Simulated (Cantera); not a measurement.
A closed system holds: 1 mol CuO, 2.8 mol CO, 1.9 mol H2, at 4.60 mbar.

Cantera equilibrium calculation (NASA polynomials, part measured and part estimated; ideal gas, pure solids and liquids). Candidate condensed phases: C, C6H6, C7H8, C8H18, Cu, CuO, Cu(OH)2, Cu2O, H2O; 113 gas species. Rates play no part.

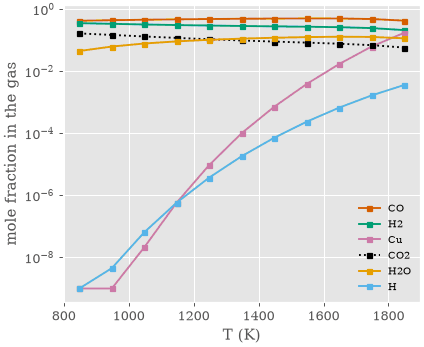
Figure. Equilibrium gas composition (values under 1e-9 drawn at 1e-9)

From 848 K to 1348 K the condensed part is Cu(s). From 1448 K to 1748 K the condensed part is Cu(l). At 1848 K nothing is condensed.
